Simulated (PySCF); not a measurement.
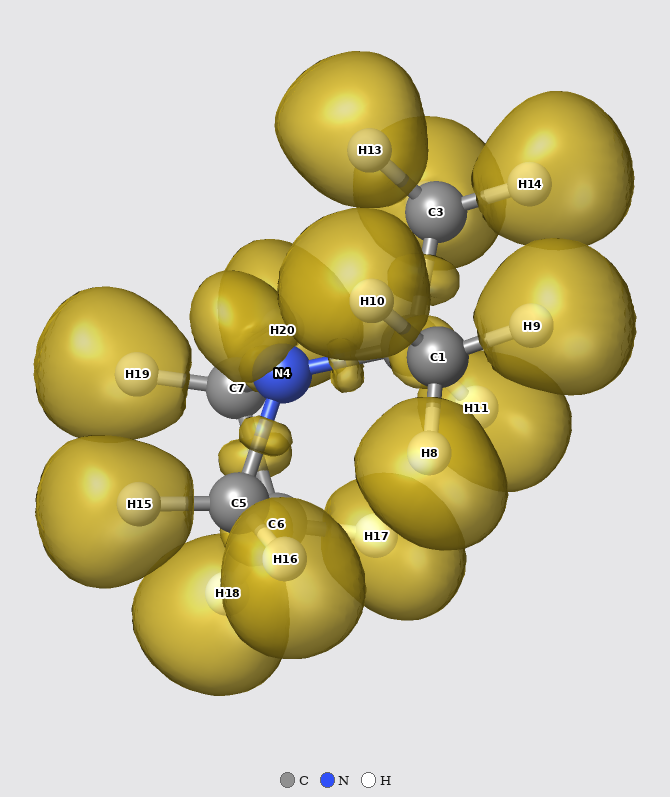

Figure. C6H13N. Isosurface of the ELF at 0.85 (yellow), seen at an oblique angle. Only the valence region is drawn (cores and ρ < 0.01 e/Å³ removed).

Geometry: GFN2-xTB, coordinate held.

These are results of PySCF 2.14.0, PBE0/pcSseg-1, SCF density, in a benzene solvent model, non-relativistic, not measurements.

Input

```
{"job": {"kind": "nmr", "xc": "PBE0", "basis": "pcSseg-1", "solvent": "benzene", "every": 1, "pop": false}, "charge": 0, "multiplicity": 1}
C      1.540306     1.385292    -0.219900
C      0.747815     0.224985     0.384661
C      1.700809    -0.913761     0.749068
N     -0.177569    -0.255603    -0.613134
C     -1.350717     0.574158    -0.966672
C     -2.091882    -0.068074     0.202857
C     -1.242199    -1.270135    -0.190571
H      0.901949     2.245097    -0.405570
H      2.333556     1.688798     0.458599
H      1.979807     1.071020    -1.162666
H      0.260350     0.583123     1.312635
H      1.180483    -1.711131     1.272866
H      2.138155    -1.322702    -0.157649
H      2.495270    -0.544315     1.392518
H     -1.727379     0.271669    -1.940877
H     -1.197020     1.656290    -0.950144
H     -1.797480     0.351787     1.157094
H     -3.180332    -0.157264     0.158569
H     -1.590757    -1.791481    -1.075484
H     -0.945154    -1.978815     0.582805
```

Run with:

```sh
OMP_NUM_THREADS=1 python ens_run.py task.json out
```

Where are the electrons localised?

The surface consists of four regions between bonded C–C atoms (shared pairs), three regions between bonded C–N atoms (shared pairs), 13 regions around hydrogen nuclei and one lobe on N, pointing away from the bonds (lone pairs).

Values along the shortest contacts:
C–N (1.44 Å): the ELF peaks at about 0.90 between the atoms, as expected for a covalent bond. C–C (1.52 Å): the ELF peaks at about 0.95 between the atoms; a shared electron pair.
